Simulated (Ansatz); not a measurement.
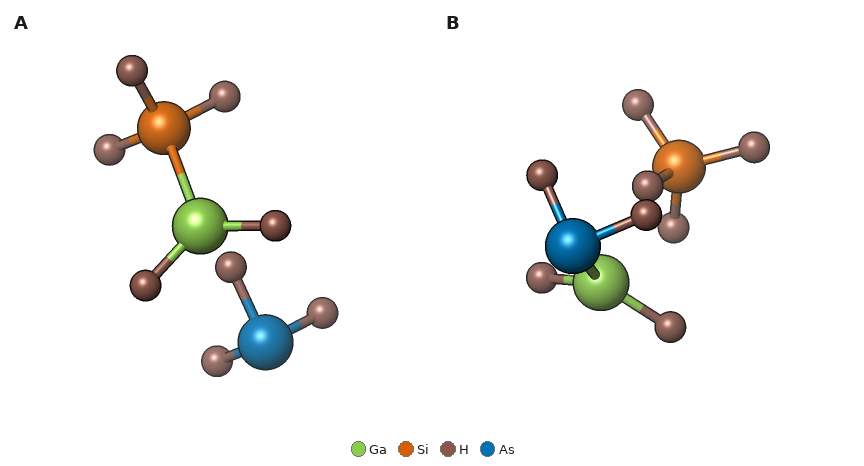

2 stationary structures of one formula. Geometries: PBE0-D4/def2-TZVP. Electronic energies: direct RPA on PBE orbitals (frozen core)/def2-TZVPP (Ansatz 0.2.0), without zero-point energy. Each is one conformer, not always the lowest.

Rank them by energy, lowest first.

B is lowest (a saddle point of order 1); A lies 11.6 kcal/mol above it (a minimum).
